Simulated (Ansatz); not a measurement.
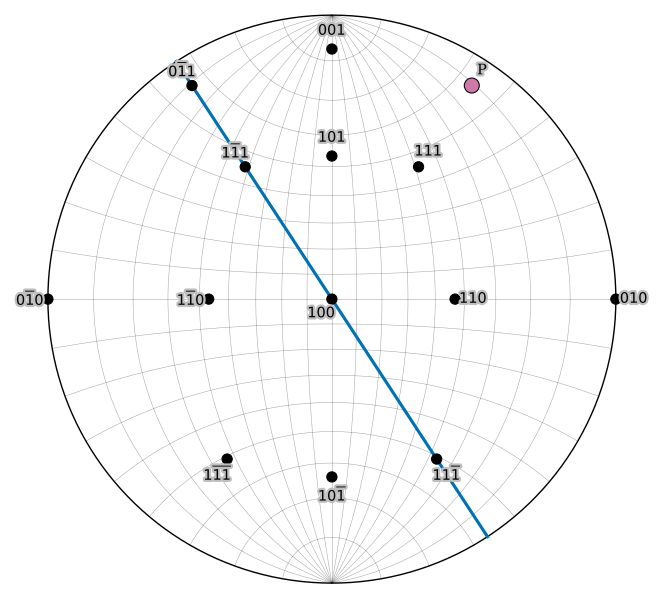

Stereographic projection of plane normals (upper hemisphere) centred on (1 0 0). Crystal: H3C2, coordinates from a relaxation at fixed volume with Ansatz, DFT PBE+D3(BJ), scalar-relativistic, plane waves, PAW. All values are computed from the atomic coordinates in the standard setting (tolerance 0.002 Å).

a = 6.794 Å, b = 6.307 Å, c = 4.131 Å, α = 90.00°, β = 97.26°, γ = 90.00°.

**Index the pole marked P.**

P is (0 1 1), 83.9° from the centre.

**Which zone does the coloured great circle trace?**

The zone [0 1 1]: its poles satisfy k + l = 0.

**What is the angle between the normals of (1 0 −1) and (0 1 1), and what are their d_hkl = 1/|g|?**

134.6°; d = 3.716 Å and 3.436 Å.
